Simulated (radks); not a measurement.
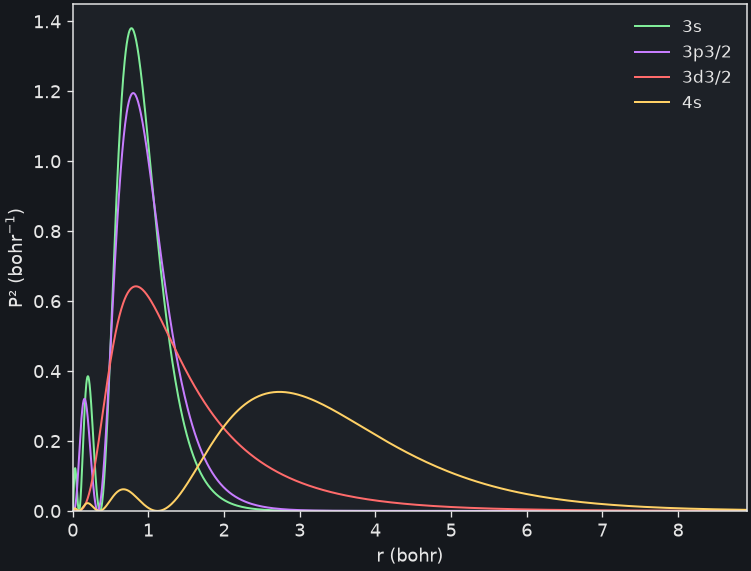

Atomic chromium (Cr) in the configuration [Ar] 3d5 4s1 (open shells shared over both j by 2j + 1). Theory: Dirac Kohn-Sham, BLYP, spin-unpolarised, spherical densities, finite nucleus (computed with the in-house radial solver radks).

```
Z 24
configuration [Ar] 3d5 4s1
relativity Dirac
functional b88,lyp
spin unpolarised
j_filling average
nucleus finite rms 3.6452 fm
c 137.035999084
```

The plot shows the radial probability densities P² (large components) of 3d3/2, 3p3/2, 4s and 3s.

**Read the plot.**

3s: outer maximum at 0.776 bohr, ⟨r⟩ = 0.902 bohr, 2 nodes, eigenvalue −73.7 eV; 3p3/2: outer maximum at 0.799 bohr, ⟨r⟩ = 0.969 bohr, 1 node, eigenvalue −44.9 eV; 3d3/2: outer maximum at 0.835 bohr, ⟨r⟩ = 1.51 bohr, 0 nodes, eigenvalue −2.89 eV; 4s: outer maximum at 2.73 bohr, ⟨r⟩ = 3.43 bohr, 3 nodes, eigenvalue −3.97 eV.
